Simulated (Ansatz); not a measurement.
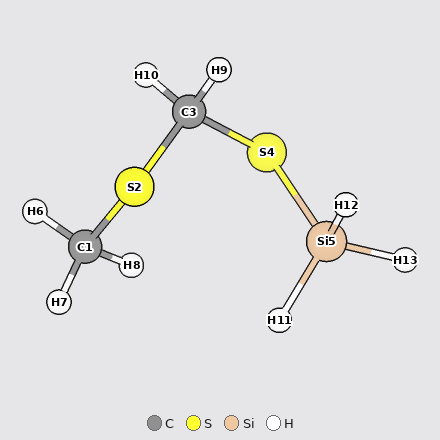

The system is C₂H₈S₂Si, SMILES CSCS[SiH3]; the picture shows the reference structure. Coordinates scanned: (1) angle C1–S2–C3 (carried through 180); (2) change of the bonds S2–C1, S2–C3, all alike. Nothing is relaxed (all other coordinates rigid). The grid has 9 × 9 points. Points are written as (first, second). Energies: kJ/mol, counted from the lowest grid point. Energies and slopes of some neighbouring points disagree (a jump in structure or state, or too coarse a mesh). Computed with Ansatz, RKS PBE-D4/def2-SVP.

Its coordinates:

```xyz
13

C    -1.8507    0.6380    0.5440
S    -0.5295   -0.2273    1.4438
C     0.9035    0.7676    0.9374
S     1.2793    0.8103   -0.8730
Si    1.0279   -1.2915   -1.3435
H    -2.0584    1.6330    0.9865
H    -2.7579    0.0090    0.6188
H    -1.5666    0.7515   -0.5221
H     1.7643    0.3389    1.4886
H     0.7859    1.8277    1.2425
H    -0.4061   -1.7200   -1.4764
H     1.7386   -2.1604   -0.3432
H     1.6901   -1.4115   -2.6888
```

Range: angle C1–S2–C3 (carried through 180) from 82.1 to 277.9°; change of the bonds S2–C1, S2–C3, all alike from −0.200 to 0.309 Å.

Q: What landscape does the calculation give?

A: The lowest grid point is at (106.5°, −0.009 Å). Other grid points that lie below all their neighbours: (253.5°, −0.009 Å) (23 kJ/mol higher). The highest grid point, (180.0°, −0.200 Å), lies 413 kJ/mol above the lowest.

| second ↓, first → | 82.1 | 106.5 | 131.0 | 155.5 | 180.0 | 204.5 | 229.0 | 253.5 | 277.9 |
| --- | --- | --- | --- | --- | --- | --- | --- | --- | --- |
| 0.309 | 117 | 113 | 170 | 264 | 372 | 283 | 182 | 124 | 142 |
| 0.245 | 88 | 79 | 139 | 241 | 347 | 261 | 154 | 91 | 119 |
| 0.182 | 65 | 49 | 113 | 222 | 324 | 243 | 130 | 63 | 103 |
| 0.118 | 49 | 23 | 91 | 207 | 306 | 230 | 110 | 40 | 96 |
| 0.055 | 43 | 6 | 77 | 199 | 296 | 223 | 98 | 26 | 103 |
| −0.009 | 50 | 0 | 73 | 200 | 296 | 227 | 97 | 23 | 128 |
| −0.073 | 77 | 9 | 84 | 216 | 312 | 244 | 110 | 37 | 177 |
| −0.136 | 128 | 39 | 114 | 252 | 348 | 281 | 143 | 72 | 258 |
| −0.200 | 212 | 99 | 172 | 314 | 413 | 345 | 204 | 138 | 382 |

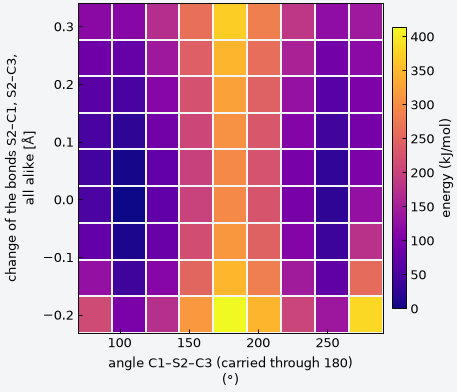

Drawn: one coloured cell a grid point.

Each point was launched as `ansatz run input.yaml --threads 1 --pin off --max-ram 2560MiB --backend cpu --events-out ev --progress --plain --runs-dir out`. The whole map (81 points run) took 12 min on 1 thread of Arm Neoverse V2, on a shared host.
